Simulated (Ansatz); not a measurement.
```xyz
6

Al    0.0205   -0.5339   -0.2567
H     0.0133    0.1365    1.9219
H     1.4119    0.1719   -0.5105
H    -1.3964    0.1222   -0.5029
F     0.0505   -2.1682    0.1126
H     0.0280   -0.6270    1.9776
```

Theory: RKS PBE0/def2-SVP in Ansatz.

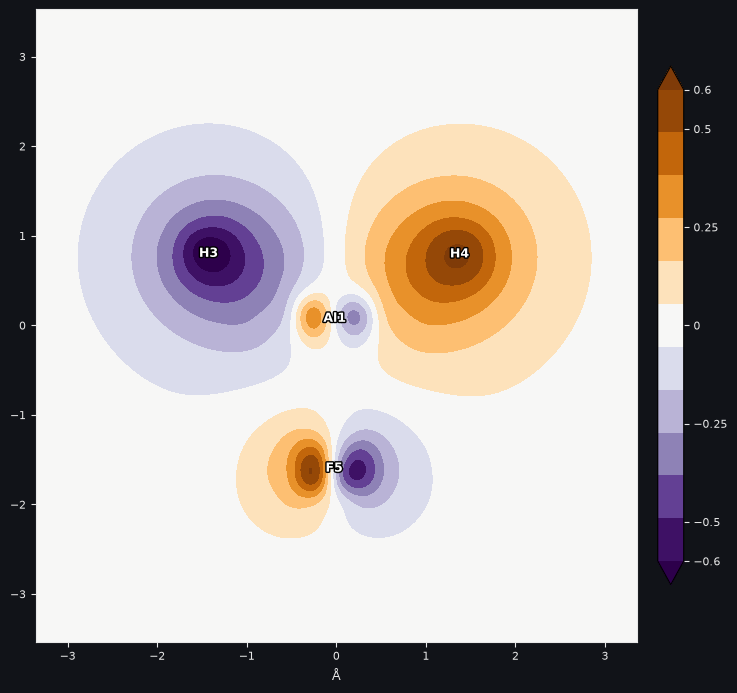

AlFH2···H2. One frontier orbital on the plane of atoms H3, Al1 and F5 (values in Å⁻³ᐟ²; the overall sign is arbitrary).

> Which orbital is it: HOMO or LUMO?

The HOMO, at −8.53 eV. By Hirshfeld shares it lies mainly on Al1 (about 30 %), H3 (about 30 %), H4 (about 30 %) and F5 (about 5 %).
